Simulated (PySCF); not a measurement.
# C$_{5}$H$_{7}$FOSi: what the fields show

Input

```
{"job": {"kind": "nmr", "xc": "PBE0", "basis": "pcSseg-1"}, "charge": 0, "multiplicity": 1}
C     -1.209436     0.822160     1.771927
C     -0.855706     0.284575     0.616874
C     -1.531875    -0.856198    -0.117135
C     -0.563288    -0.955413    -1.286303
O     -0.577208    -1.722449    -2.209541
Si     0.521673     0.538938    -0.671105
C      2.313728     0.098860    -0.138651
F      2.909173     1.200810     0.442441
H     -0.654026     1.634122     2.209969
H     -2.066649     0.474561     2.329673
H     -1.594891    -1.782795     0.455332
H     -2.539526    -0.614357    -0.459208
H      0.542502     1.764313    -1.465088
H      2.942714    -0.176379    -0.989431
H      2.358402    -0.702757     0.603436
```

Run with:

```sh
OMP_NUM_THREADS=1 python probes_run.py task.json out
```

Geometry: GFN2-xTB.

Computed with PBE0/pcSseg-1, SCF density, gas phase, non-relativistic in PySCF.

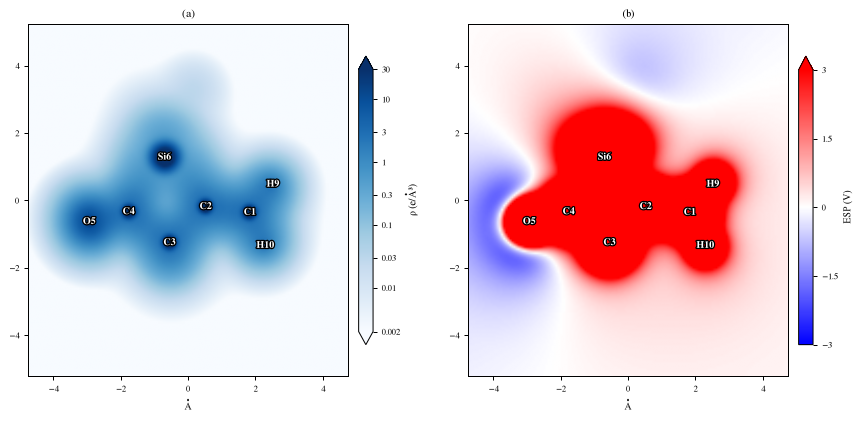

Figure 1. (a) total electron density; (b) electrostatic potential on the plane of atoms C1, C2 and Si6.

Describe what can be read from this map.

Answer.
- The plane passes through C, O, Si and H nuclei.
- C–O (1.20 Å): ρ is about 3.4 e/Å³ halfway.
- C–C (1.32 Å): the density is about 2.3 e/Å³ at the midpoint.
- C–Si (1.90 Å): the density is about 0.9 e/Å³ at the midpoint.
- C–H (1.08 Å): the density is about 2 e/Å³ at the midpoint.
- C–C (1.52 Å): ρ at the midpoint is about 1.7 e/Å³.
- Outside the dense part of the molecule the potential is most negative (−1.8 V) near O5.

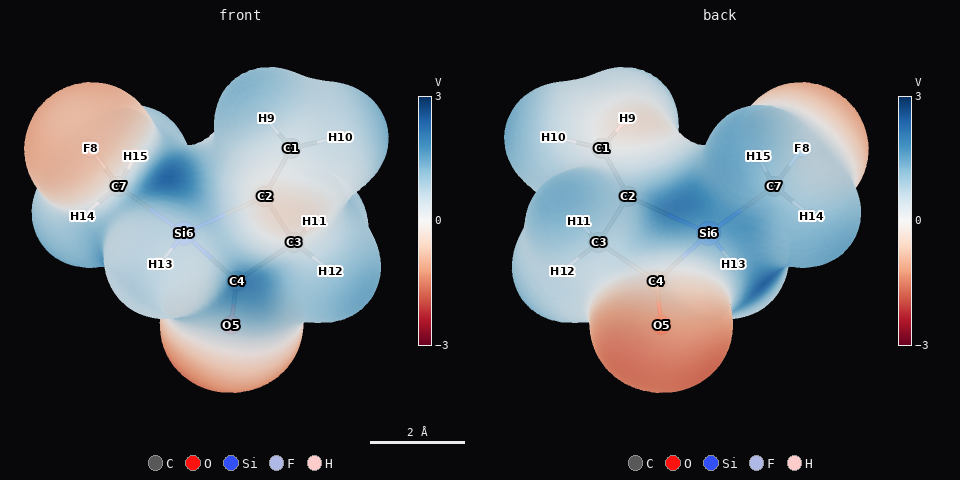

Figure 2. The molecular electrostatic potential painted on the density surface at 0.004 e/bohr³, seen from the front and from behind; red is negative and blue positive.

Describe the electrostatic potential map.

Answer. The most negative region (about −1.7 V) lies over O5, the most positive (about +2.3 V) over Si6. O5 is the likeliest acceptor of a hydrogen bond.

What dipole moment does the calculation give?

Answer. Its dipole moment is 1.77 D.
